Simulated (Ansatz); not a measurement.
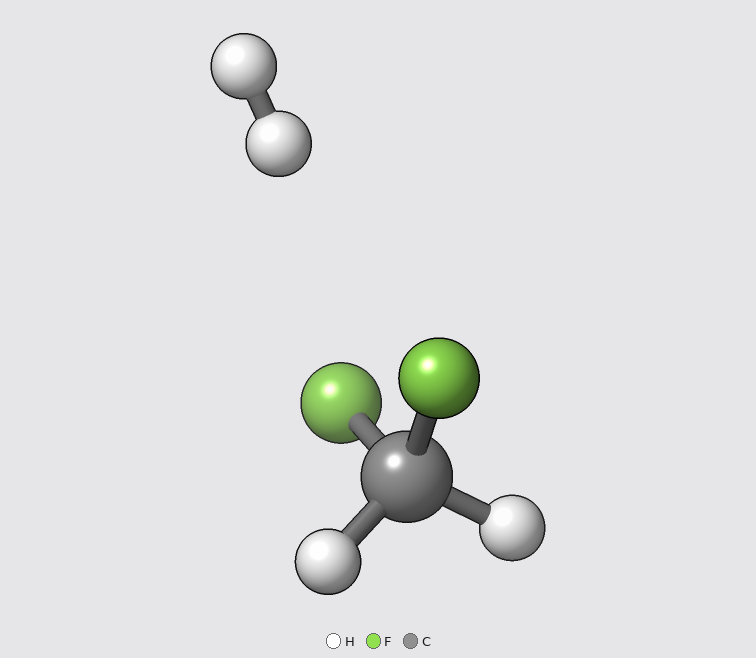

Computed geometry: PBE-D4/def2-SVP optimisation. No frequency run is at hand to confirm it as a minimum.

Draw it as a skeletal formula.

SMILES: FCF.[H][H]

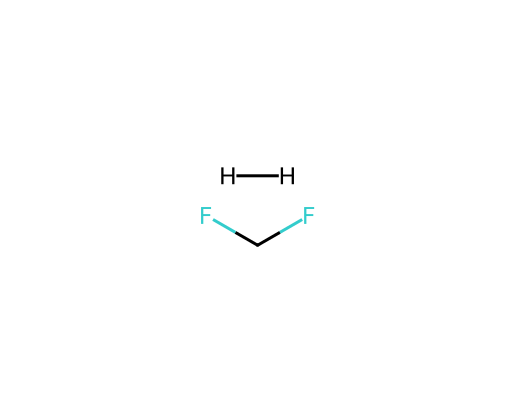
